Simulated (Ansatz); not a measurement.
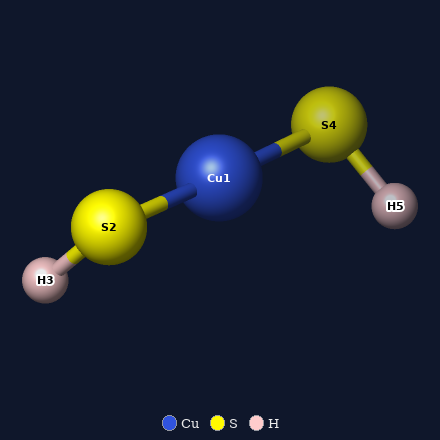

The system is [Cu(SH)2]-, charge −1; the picture shows the reference structure. First axis: angle S2–Cu1–S4 (carried through 180). Second axis: change of the bonds Cu1–S2, Cu1–S4, all alike. Nothing is relaxed (all other coordinates rigid). The scan uses a 9 × 9 grid. Points are written as (first, second). Energies: kJ/mol, counted from the lowest grid point. The calculation used RKS PBE0-D4/def2-SVPD (Ansatz).

Its coordinates:

| atom | x (Å) | y (Å) | z (Å) |
| --- | --- | --- | --- |
| Cu | 0.1298 | -0.3298 | 0.0073 |
| S | 0.2501 | -0.2643 | 2.1962 |
| H | 0.8028 | 0.9688 | 2.2820 |
| S | 0.0302 | -0.4482 | -2.1804 |
| H | -1.2130 | 0.0736 | -2.3052 |

Range: angle S2–Cu1–S4 (carried through 180) from 140 to 220°; change of the bonds Cu1–S2, Cu1–S4, all alike from −0.241 to 0.373 Å.

### Predict the map.

The lowest grid point is at (180°, −0.011 Å). No other kind of well shows on this grid. The highest grid point, (220°, −0.241 Å), lies 129 kJ/mol above the lowest. Round the minimum the two coordinates are nearly uncoupled.

```
second ↓, first →  140  150  160  170  180  190  200  210  220
            0.373   95   87   81   77   76   78   82   89   98
            0.296   73   64   58   54   53   55   60   67   77
            0.219   54   44   37   33   32   34   39   47   58
            0.143   39   29   21   16   15   17   23   32   44
            0.066   30   18   10    5    4    6   12   22   35
           −0.011   30   16    7    1    0    3    9   20   35
           −0.088   41   26   16   10    8   11   19   31   47
           −0.164   69   53   41   34   33   36   44   58   76
           −0.241  121  103   90   82   81   84   94  109  129
```

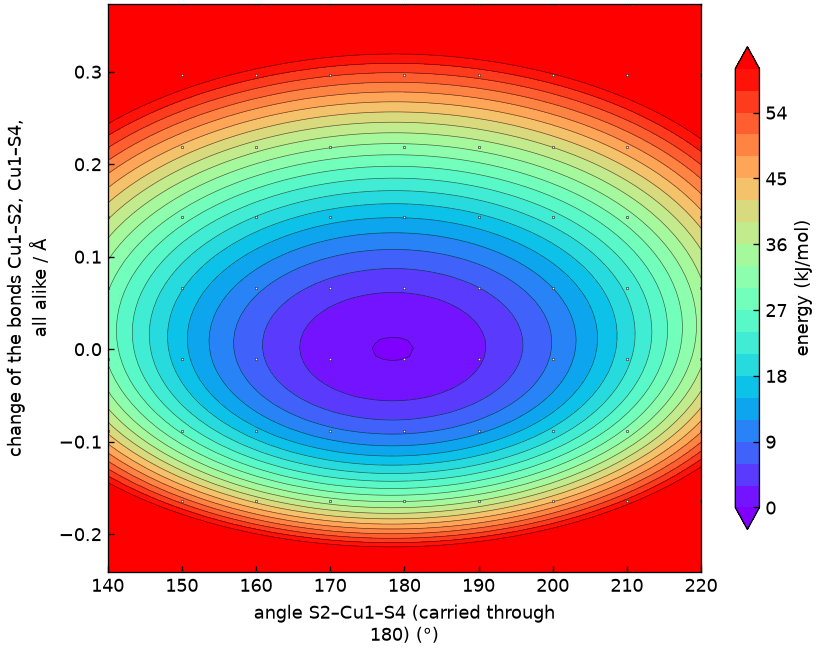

In the figure: filled contours, dots at the grid points, one colour for all values above the top of the scale. Between grid points the surface is interpolated.

The whole map (81 points run) took 8 min on 1 thread of Arm Neoverse V1 (shared host).
